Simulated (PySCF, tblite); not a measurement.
# C₁₅H₁₆Si: electronic excitations, NMR shifts, part 2 of 2

tblite 0.8.0 and PySCF 2.14.0. Atoms count from 0. The steps go on from the part before.

## 5. NMR shifts: GIAO mPW1PW91/pcSseg-1

Job settings and geometry (Å):

```
{"job": {"kind": "nmr", "basis": "pcSseg-1", "pop": false, "xc": "mPW1PW91"}, "charge": 0, "multiplicity": 1}
C     -3.945196    -0.376295    -1.905529
Si    -3.182390     0.281945    -0.287328
C     -3.257532     2.185701    -0.229109
C     -4.079990    -0.477731     1.212777
C     -1.401291    -0.230881    -0.227973
C     -0.238852    -0.565574    -0.189194
C      1.102218    -1.006903    -0.145867
C      1.368548    -2.360106    -0.178165
C      2.685442    -2.827655    -0.136095
C      3.732186    -1.948948    -0.062984
C      3.502845    -0.557285    -0.027679
C      4.562822     0.370763     0.047450
C      4.316591     1.714690     0.080931
C      2.997826     2.192639     0.038794
C      1.947372     1.319914    -0.033694
C      2.171282    -0.070498    -0.069501
H     -3.427216     0.016829    -2.775156
H     -4.992154    -0.098404    -1.990500
H     -3.886943    -1.459791    -1.951686
H     -2.803190     2.568250     0.680162
H     -2.728693     2.624505    -1.070153
H     -4.282588     2.544206    -0.261194
H     -5.130326    -0.200289     1.227210
H     -4.026196    -1.562131     1.191452
H     -3.637816    -0.146430     2.147446
H      0.546799    -3.059121    -0.235668
H      2.866609    -3.892304    -0.162664
H      4.751170    -2.307698    -0.030241
H      5.575406    -0.006107     0.079487
H      5.135224     2.417825     0.138340
H      2.820447     3.257883     0.066037
H      0.928455     1.677963    -0.065851
```

With the program's defaults for keys left out, this is: GIAO mPW1PW91/pcSseg-1 NMR shielding, non-relativistic, gas phase.

Standard output:

```text
start: PBE on a coarse grid of 26551 points
cycle   1  E = -869.3547633661  dE =  2.006e+00  |g| = 9.624e-01  |ddm| = 6.113e+00
cycle   2  E = -869.1153645746  dE =  2.394e-01  |g| = 1.331e+00  |ddm| = 2.467e+00
cycle   3  E = -869.5737999978  dE = -4.584e-01  |g| = 3.355e-01  |ddm| = 1.579e+00
cycle   4  E = -869.6020129407  dE = -2.821e-02  |g| = 1.096e-01  |ddm| = 3.705e-01
cycle   5  E = -869.6048403568  dE = -2.827e-03  |g| = 3.303e-02  |ddm| = 1.267e-01
cycle   6  E = -869.6050921294  dE = -2.518e-04  |g| = 1.315e-02  |ddm| = 5.366e-02
cycle   7  E = -869.6051263751  dE = -3.425e-05  |g| = 7.267e-03  |ddm| = 2.162e-02
final grid: 241837 points
cycle   8  E = -870.5217616451  dE = -8.635e-03  |g| = 3.509e-02  |ddm| = 5.760e-01
cycle   9  E = -870.5216720337  dE =  8.961e-05  |g| = 3.827e-02  |ddm| = 8.204e-02
cycle  10  E = -870.5220396692  dE = -3.676e-04  |g| = 1.291e-02  |ddm| = 5.831e-02
cycle  11  E = -870.5220887399  dE = -4.907e-05  |g| = 2.878e-03  |ddm| = 1.789e-02
cycle  12  E = -870.5220896841  dE = -9.442e-07  |g| = 1.116e-03  |ddm| = 3.839e-03
cycle  13  E = -870.5220903125  dE = -6.283e-07  |g| = 5.971e-04  |ddm| = 1.464e-03
cycle  14  E = -870.5220905850  dE = -2.725e-07  |g| = 1.768e-04  |ddm| = 7.245e-04
cycle  15  E = -870.5220901200  dE =  4.650e-07  |g| = 3.269e-05  |ddm| = 3.118e-04
converged SCF energy = -870.5220901200

GIAO shielding tensors (ppm)
atom      isotropic    diamagn.    paramagn.     s11        s22        s33       span
  0 C      184.919     254.328     -69.409    180.490    182.981    191.287     10.797
  1 Si     369.034     885.788    -516.754    344.332    380.980    381.792     37.460
  2 C      185.247     256.207     -70.960    180.032    184.069    191.641     11.609
  3 C      184.959     254.828     -69.868    180.501    183.053    191.323     10.823
  4 C       76.966     269.458    -192.492      0.067     16.788    214.042    213.974
  5 C       73.928     257.325    -183.397    -29.201    -18.445    269.429    298.630
  6 C       60.791     264.272    -203.481    -28.971     51.499    159.844    188.815
  7 C       46.998     247.360    -200.362    -61.106     36.692    165.407    226.512
  8 C       55.445     256.603    -201.158    -52.781     42.334    176.781    229.562
  9 C       51.315     248.062    -196.747    -47.902     40.878    160.968    208.870
 10 C       49.409     254.354    -204.945    -23.990    -21.775    193.993    217.983
 11 C       52.001     246.011    -194.010    -49.650     43.712    161.942    211.592
 12 C       53.952     254.818    -200.866    -55.311     41.031    176.136    231.447
 13 C       53.723     253.899    -200.175    -55.789     40.918    176.042    231.831
 14 C       52.938     252.463    -199.525    -49.514     37.064    171.264    220.779
 15 C       48.416     256.662    -208.246    -27.120    -19.300    191.668    218.788
 16 H       31.353      33.236      -1.883     27.309     29.233     37.516     10.207
 17 H       31.637      26.801       4.835     27.332     28.705     38.873     11.541
 18 H       31.330      32.208      -0.877     27.014     28.989     37.988     10.974
 19 H       31.259      34.904      -3.645     27.363     28.871     37.543     10.181
 20 H       31.260      34.471      -3.212     27.365     28.871     37.542     10.176
 21 H       31.597      28.028       3.569     26.942     28.935     38.913     11.971
 22 H       31.639      27.150       4.489     27.331     28.708     38.879     11.548
 23 H       31.334      32.537      -1.203     27.019     28.987     37.994     10.975
 24 H       31.355      34.008      -2.653     27.305     29.237     37.523     10.217
 25 H       23.619      35.421     -11.802     18.605     23.086     29.166     10.561
 26 H       24.007      29.272      -5.265     19.578     25.304     27.139      7.560
 27 H       23.677      31.084      -7.407     18.749     24.512     27.772      9.023
 28 H       23.632      29.582      -5.950     18.593     24.390     27.913      9.320
 29 H       23.889      27.361      -3.473     19.507     25.222     26.937      7.430
 30 H       23.836      32.258      -8.422     19.210     24.446     27.853      8.643
 31 H       22.932      36.742     -13.810     16.193     22.877     29.727     13.534
```

Run time: 85 s. Hardware: 1 thread of Arm Neoverse N1, shared host; peak memory 0.79 GiB.

Shifts follow as δ = σ(reference) − σ, with reference shieldings (ppm) from runs at the same level and on the same kind of geometry: ¹H TMS 31.77, ¹³C TMS 186.1, ²⁹Si TMS 347.9. The references are single molecules in the gas phase. Atoms listed in one row are averaged.

```csv
atoms,environment,σ (ppm),δ (ppm)
C7,aromatic CH,47.0,139.1
C15,ring-fusion aromatic carbon,48.4,137.6
C10,ring-fusion aromatic carbon,49.4,136.7
C9,aromatic CH,51.3,134.7
C11,aromatic CH,52.0,134.1
C14,aromatic CH,52.9,133.1
C13,aromatic CH,53.7,132.3
C12,aromatic CH,54.0,132.1
C8,aromatic CH,55.4,130.6
C6,substituted aromatic carbon,60.8,125.3
C5,alkyne carbon,73.9,112.1
C4,alkyne carbon,77.0,109.1
"C0, C2, C3",methyl carbon bonded to Si,185.0,1.0
H31,hydrogen on an aromatic CH,22.93,8.83
H25,hydrogen on an aromatic CH,23.62,8.15
H28,hydrogen on an aromatic CH,23.63,8.13
H27,hydrogen on an aromatic CH,23.68,8.09
H30,hydrogen on an aromatic CH,23.84,7.93
H29,hydrogen on an aromatic CH,23.89,7.88
H26,hydrogen on an aromatic CH,24.01,7.76
"H16, H17, H18, H19, H20 and 4 more",hydrogen on a methyl carbon bonded to Si,31.42,0.35
Si1,silicon bonded to 4 C,369.0,-21.1
```

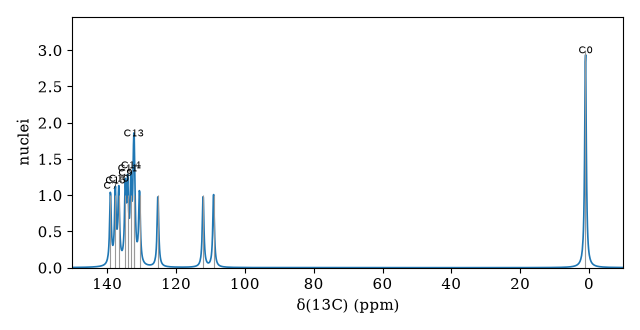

¹³C lines at the computed shifts, without couplings. Lines are broadened to a width of 0.55 ppm (Lorentzian).

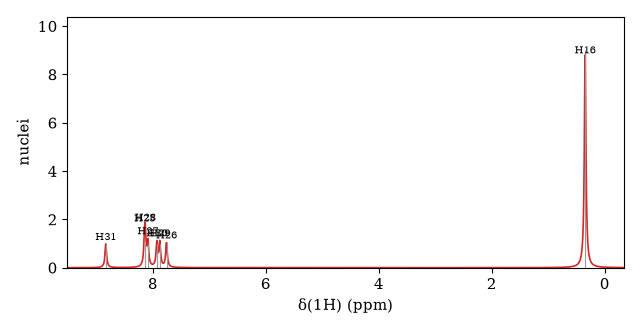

¹H lines at the computed shifts, without couplings. Lines are broadened to a width of 0.03 ppm (Lorentzian).

Ring of atoms C6, C7, C8, C9, C10, C15: NICS(0) -8.7, NICS(1) -11.4, NICS(1)zz -27.0 ppm (means of both faces).

Ring of atoms C10, C11, C12, C13, C14, C15: NICS(0) -9.0, NICS(1) -11.9, NICS(1)zz -29.3 ppm (means of both faces).

## 6. Outcome

This closing draws on all 2 parts.

```
                                                                   quantity                                                                                        value
                                  strongest single infrared mode (GFN2-xTB)                                                                         881 cm⁻¹, 312 km/mol
                                               zero-point energy (GFN2-xTB)                                                                               159.2 kcal/mol
                                                lowest singlet (PBE/6-31G*)                                                                  3.87 eV (320 nm), f = 0.300
                                                             lowest triplet                                                                                      2.63 eV
                                          vertical ionisation energy (ΔSCF)                                                                                      7.14 eV
                                      surface potential, 1st and 99th percentile                                                                           -0.88 V and 0.83 V
¹³C shifts against TMS (mPW1PW91/pcSseg-1, means over atoms taken as alike)  139.1, 137.6, 136.7, 134.7, 134.1, 133.1, 132.3, 132.1, 130.6, 125.3, 112.1, 109.1, 1.0 ppm
 ¹H shifts against TMS (mPW1PW91/pcSseg-1, means over atoms taken as alike)                                           8.83, 8.15, 8.13, 8.09, 7.93, 7.88, 7.76, 0.35 ppm
                                ²⁹Si shifts against TMS (mPW1PW91/pcSseg-1)                                                                                    -21.1 ppm
```

The lowest mode is slightly imaginary (7i cm⁻¹), a soft motion within the noise of the Hessian, so the minimum is not strictly shown. GFN2-xTB is a fitted tight-binding method: band positions and strengths are rough. Its intensities can rank the bands wrongly. The first singlet state (HOMO→LUMO 0.86) lies at 3.87 eV and is bright. The lowest triplet lies 1.24 eV below the lowest singlet. ΔSCF puts the ionisation energy at 7.14 eV, 2.13 eV above −ε(HOMO). At PBE/6-31G*, counted by nearest atom on the grid, the HOMO lies on C4, C9 about 15 % each; C6 12 %, the LUMO on C6, C9 about 15 % each; C4, C7, C11 about 9 % each. At mPW1PW91/pcSseg-1: Shielding is most anisotropic at C5 (span 299 ppm, paramagnetic term -183 ppm). NICS(1)zz of -27 ppm above the planar ring from C6 marks a diatropic (aromatic) ring current. NICS(1)zz of -29 ppm above the planar ring from C10 marks a diatropic (aromatic) ring current.
